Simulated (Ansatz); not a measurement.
**CH6Ge···OH (doublet): density, localisation and related maps**

The calculation's input:

```
crystal:
  periodic: [false, false, false]
  atoms:
    - { symbol: Ge, position_ang: [0.0, 0.0, 0.0] }
    - { symbol: H, position_ang: [0.0, 0.0, 1.8] }
    - { symbol: C, position_ang: [1.8483, 0.0, -0.6527] }
    - { symbol: H, position_ang: [2.196, -1.0463, -0.7809] }
    - { symbol: H, position_ang: [1.8968, 0.5276, -1.6281] }
    - { symbol: H, position_ang: [2.5002, 0.5187, 0.0808] }
    - { symbol: H, position_ang: [-0.73, 1.2648, -0.5162] }
    - { symbol: H, position_ang: [-0.73, -1.2648, -0.5162] }
    - { symbol: O, position_ang: [0.0, 0.0, 3.11] }
    - { symbol: H, position_ang: [-0.5144, -0.8011, 3.4471] }
magnetization:
  spin_polarized: true
  initial_magnetization: 1
basis:
  gaussian: { orbitals: def2-SVP }
hamiltonian:
  xc: pbe0
  dispersion: d4
relax:
  f_tol: 0.15
  max_steps: 25
  restrain:
    - { distance: [1, 8], at: 2.21, k: 30.0 }
    - { distance: [0, 1], at: 1.55, k: 30.0 }
output:
  orbitals: {}
```

Launched as:

```sh
ansatz run input.yaml --threads 4 --pin off --max-ram 5120MiB --backend cpu --events-out ev --progress --plain --runs-dir out
```

The fields are those of the run's last geometry, not of the input's.

Theory: UKS PBE0-D4/def2-SVP in Ansatz.

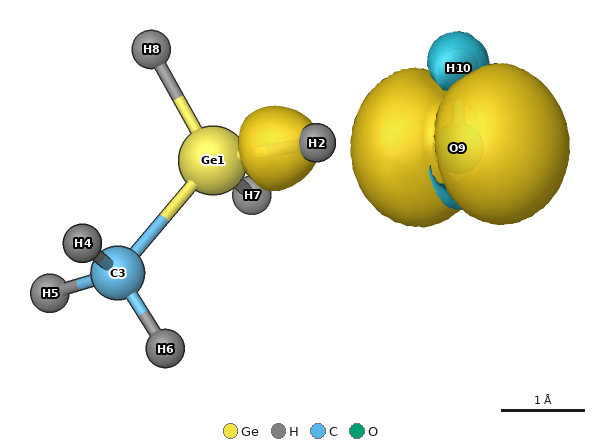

Figure 1. Isosurfaces of the spin density at +0.015 (yellow) and −0.015 e/Å³ (cyan), seen at an oblique angle.

### Where is the unpaired spin?

The unpaired spin (1 electron) lies mostly on O9 (about 0.9), in electrons by Hirshfeld's partition.

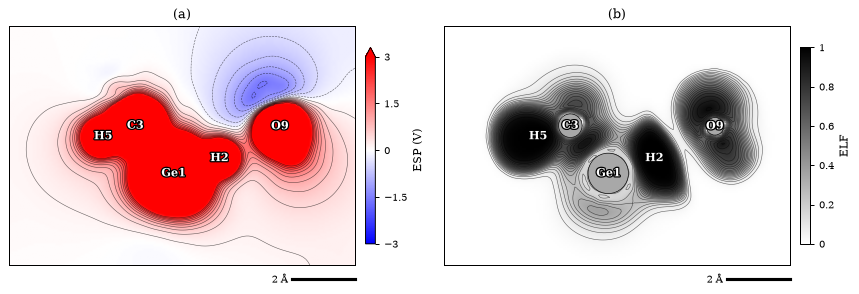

Figure 2. (a) electrostatic potential; (b) ELF on the plane of atoms H2, Ge1 and C3. Grey discs cover the atomic cores in the ELF map.

### Describe what can be read from this map.

The plane passes through Ge, H, C and O nuclei. O9···H2 (2.21 Å): the ELF dips to about 0.05 between them. C–Ge (1.95 Å): the ELF peaks at about 0.95 in the valence shell of C, 0.7 Å from its nucleus, and is about 0.70 at the midpoint. C–H (1.10 Å): the ELF climbs to about 1 towards the hydrogen, as it does in any bond to H; a covalent bond by its length. Ge–H (1.55 Å): the ELF climbs to about 1 towards the hydrogen. The ELF also peaks beside O9, away from the bonds: non-bonding electrons, paired or unpaired. Outside the dense part of the complex the potential is most negative (−1.6 V) near O9.

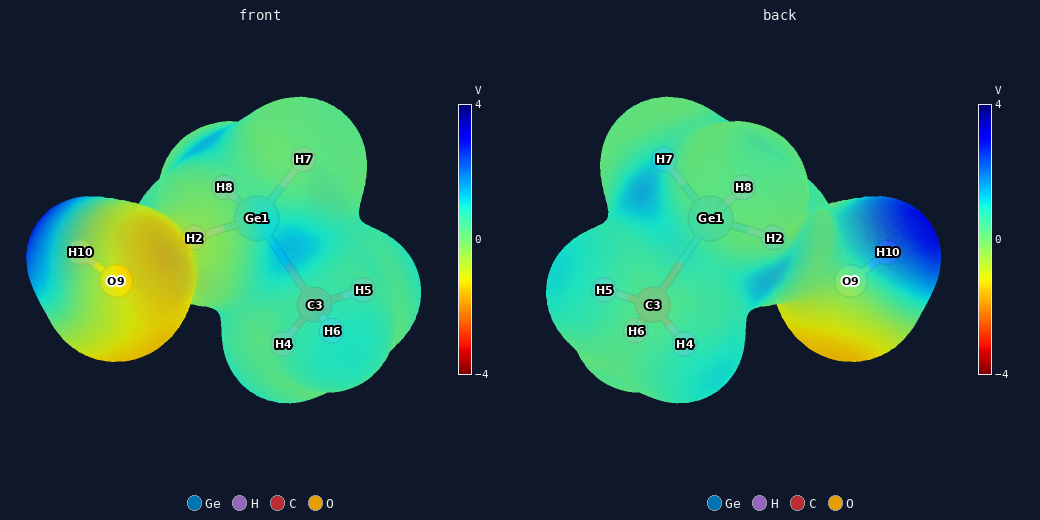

Figure 3. The electrostatic potential painted on the density surface at 0.004 e/bohr³, seen from the front and from behind; red is negative and blue positive.

### Describe the electrostatic potential map.

The most negative region (about −1.6 V, or −37 kcal/mol for a unit charge) lies over O9, the most positive (about +3.1 V, or +71 kcal/mol for a unit charge) over H10. O9 is the likeliest acceptor of a hydrogen bond.
